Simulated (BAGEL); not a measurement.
# HF/STO-3G (density fitting with qzvpp-jkfit) run of CH6ClNSi (SMILES C[SiH](N)Cl)

What is the vertical ionisation energy of CH6ClNSi at HF/STO-3G (density fitting with qzvpp-jkfit)? 

The calculation is run with BAGEL 1.2.2.

6 further runs of the same task are left out: 5 that didn't finish, 1 set aside as unsound or not needed. Runs told in other sessions of the task aren't counted.

## (1) Starting point

The species is CH6ClNSi (10 atoms), meant as a singlet with charge 0. SMILES: `C[SiH](N)Cl`. Geometry: relaxed at PBE0-D4/def2-TZVP. This is one conformer, not always the lowest.

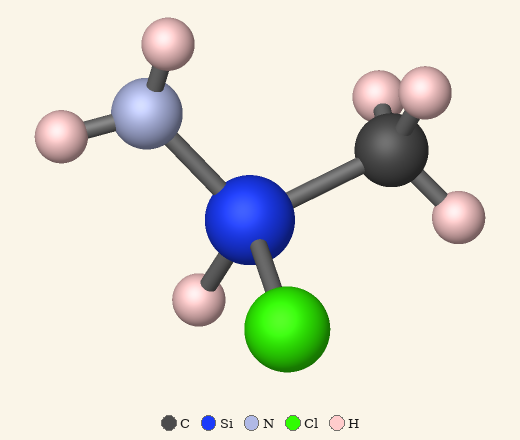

The structure, seen from a chosen angle (carbon dark grey, silicon blue, nitrogen light blue, chlorine green, hydrogen pink).

## (2) A single-point energy at HF/STO-3G (density fitting with qzvpp-jkfit)

The input, job.json:

```json
{ "bagel": [

{
  "title": "molecule",
  "basis": "sto-3g",
  "df_basis": "qzvpp-jkfit",
  "angstrom": true,
  "geometry": [
    { "atom": "C", "xyz": [      -0.924300,       0.960300,      -0.429600 ] },
    { "atom": "Si", "xyz": [      -0.055600,      -0.637600,      -0.073400 ] },
    { "atom": "N", "xyz": [       1.200800,      -0.379200,       1.050800 ] },
    { "atom": "Cl", "xyz": [       0.594900,      -1.392500,      -1.900800 ] },
    { "atom": "H", "xyz": [      -1.720000,       0.809500,      -1.161600 ] },
    { "atom": "H", "xyz": [      -1.359500,       1.369700,       0.485000 ] },
    { "atom": "H", "xyz": [      -0.226900,       1.694300,      -0.841400 ] },
    { "atom": "H", "xyz": [      -0.936500,      -1.689500,       0.482600 ] },
    { "atom": "H", "xyz": [       1.847500,       0.382600,       0.917600 ] },
    { "atom": "H", "xyz": [       1.662700,      -1.168700,       1.473800 ] }
  ]
},

{
  "title": "hf"
},

{
  "title": "print",
  "file": "orbitals.molden",
  "orbitals": true
}

]}
```

Started as:

```sh
$ BAGEL_NUM_THREADS=1 BAGEL job.json > job.out
```

What it wrote:

```text
* using 1 threads per process

  ===============================================================
  ===============================================================

  *** Geometry ***

  { "atom" : "C", "xyz" : [     -1.746674,      1.814704,     -0.811826 ] },
  { "atom" : "Si", "xyz" : [     -0.105069,     -1.204889,     -0.138706 ] },
  { "atom" : "N", "xyz" : [      2.269183,     -0.716584,      1.985724 ] },
  { "atom" : "Cl", "xyz" : [      1.124198,     -2.631444,     -3.591991 ] },
  { "atom" : "H", "xyz" : [     -3.250329,      1.529733,     -2.195106 ] },
  { "atom" : "H", "xyz" : [     -2.569083,      2.588358,      0.916517 ] },
  { "atom" : "H", "xyz" : [     -0.428779,      3.201763,     -1.590016 ] },
  { "atom" : "H", "xyz" : [     -1.769729,     -3.192692,      0.911982 ] },
  { "atom" : "H", "xyz" : [      3.491269,      0.723009,      1.734013 ] },
  { "atom" : "H", "xyz" : [      3.142048,     -2.208523,      2.785078 ] },

  Number of auxiliary basis functions:      516

  Since a DF basis is specified, we compute 2- and 3-index integrals:
    o Being stored without compression. Storage requirement is 0.005 GB

  Number of basis functions:       34
  Number of electrons      :       50

    * METHOD: MOLECULE                             0.17

  *** RHF ***

  === Nuclear Repulsion ===
   222.1459967227

      * DIIS with orbital gradients will be used.

  === RHF iteration (sto-3g) ===
      0       -834.87095268          0.00951638           0.03
      1       -834.91751202          0.00209740           0.02
      2       -834.91989852          0.00057302           0.02
      3       -834.92012712          0.00008728           0.02
      4       -834.92013528          0.00002297           0.02
      5       -834.92013593          0.00000466           0.02
      6       -834.92013596          0.00000104           0.02
      7       -834.92013596          0.00000030           0.02
      8       -834.92013596          0.00000007           0.02
      9       -834.92013596          0.00000002           0.02
     10       -834.92013596          0.00000000           0.02
    * SCF iteration converged.

    * Permanent dipole moment:
           (    0.087521,    -0.473913,    -0.924903) a.u.

    * METHOD: HF                                   0.33

    * METHOD: PRINT                                0.00

  ===============================================================
```

It took 0.68 s on 1 thread of AMD EPYC 9B14 (Zen 4), shared host.

## (3) The doublet cation, same level

The input, job.json:

```json
{ "bagel": [

{
  "title": "molecule",
  "basis": "sto-3g",
  "df_basis": "qzvpp-jkfit",
  "angstrom": true,
  "geometry": [
    { "atom": "C", "xyz": [   -0.924300,    0.960300,   -0.429600 ] },
    { "atom": "Si", "xyz": [   -0.055600,   -0.637600,   -0.073400 ] },
    { "atom": "N", "xyz": [    1.200800,   -0.379200,    1.050800 ] },
    { "atom": "Cl", "xyz": [    0.594900,   -1.392500,   -1.900800 ] },
    { "atom": "H", "xyz": [   -1.720000,    0.809500,   -1.161600 ] },
    { "atom": "H", "xyz": [   -1.359500,    1.369700,    0.485000 ] },
    { "atom": "H", "xyz": [   -0.226900,    1.694300,   -0.841400 ] },
    { "atom": "H", "xyz": [   -0.936500,   -1.689500,    0.482600 ] },
    { "atom": "H", "xyz": [    1.847500,    0.382600,    0.917600 ] },
    { "atom": "H", "xyz": [    1.662700,   -1.168700,    1.473800 ] }
  ]
},
{ "title": "uhf", "charge": 1, "nopen": 1 },
{ "title": "print", "file": "orbitals.molden", "orbitals": true }

]}
```

Started as:

```sh
$ BAGEL_NUM_THREADS=1 BAGEL job.json > job.out
```

What it wrote:

```text
* using 1 threads per process

  ===============================================================
  ===============================================================

  *** Geometry ***

  { "atom" : "C", "xyz" : [     -1.746674,      1.814704,     -0.811826 ] },
  { "atom" : "Si", "xyz" : [     -0.105069,     -1.204889,     -0.138706 ] },
  { "atom" : "N", "xyz" : [      2.269183,     -0.716584,      1.985724 ] },
  { "atom" : "Cl", "xyz" : [      1.124198,     -2.631444,     -3.591991 ] },
  { "atom" : "H", "xyz" : [     -3.250329,      1.529733,     -2.195106 ] },
  { "atom" : "H", "xyz" : [     -2.569083,      2.588358,      0.916517 ] },
  { "atom" : "H", "xyz" : [     -0.428779,      3.201763,     -1.590016 ] },
  { "atom" : "H", "xyz" : [     -1.769729,     -3.192692,      0.911982 ] },
  { "atom" : "H", "xyz" : [      3.491269,      0.723009,      1.734013 ] },
  { "atom" : "H", "xyz" : [      3.142048,     -2.208523,      2.785078 ] },

  Number of auxiliary basis functions:      516

  Since a DF basis is specified, we compute 2- and 3-index integrals:
    o Being stored without compression. Storage requirement is 0.005 GB

  Number of basis functions:       34
  Number of electrons      :       50

    * METHOD: MOLECULE                             0.16

  *** Open-shell HF ***

  === Nuclear Repulsion ===
   222.1459967227

      * DIIS with orbital gradients will be used.

  === UHF iteration (sto-3g) ===
      0       -834.56616350          0.02603060           0.04
      1       -834.66495812          0.00652300           0.04
      2       -834.67116790          0.00175667           0.04
      3       -834.67188885          0.00056486           0.04
      4       -834.67212003          0.00009371           0.04
      5       -834.67215106          0.00003989           0.04
      6       -834.67216012          0.00001771           0.04
      7       -834.67216188          0.00000915           0.04
      8       -834.67216218          0.00000334           0.04
      9       -834.67216219          0.00000148           0.04
     10       -834.67216220          0.00000048           0.04
     11       -834.67216220          0.00000015           0.04
     12       -834.67216220          0.00000004           0.04
     13       -834.67216220          0.00000002           0.04
     14       -834.67216220          0.00000001           0.04
    * SCF iteration converged.

    * S^2 (UHF) is 0.7619

    * Permanent dipole moment:
           (   -1.219718,    -0.675472,    -3.018234) a.u.

    * METHOD: UHF                                  0.71

    * METHOD: PRINT                                0.00

  ===============================================================
```

Run time: 1.1 s. Hardware: 1 thread of AMD EPYC 9B14 (Zen 4), shared host.

## (4) Results

At HF/STO-3G (density fitting with qzvpp-jkfit):

```
                                          quantity          value
                    singlet CH6ClNSi: total energy  -834.92014 Eh
                   singlet CH6ClNSi: dipole moment         2.65 D
                     singlet CH6ClNSi: HOMO energy       -9.02 eV
                     singlet CH6ClNSi: LUMO energy        9.93 eV
                   singlet CH6ClNSi: HOMO–LUMO gap       18.94 eV
                      doublet cation: total energy  -834.67216 Eh
                              doublet cation: ⟨S²⟩          0.762
vertical ionisation energy (to the doublet cation)       6.748 eV
```

What this shows: Removing an electron at fixed nuclei costs 6.75 eV (651 kJ/mol). −ε(HOMO) before ionisation, 9.02 eV, is 2.27 eV above this ionisation energy. In a minimal basis such a difference can be off by several eV, whatever the method.
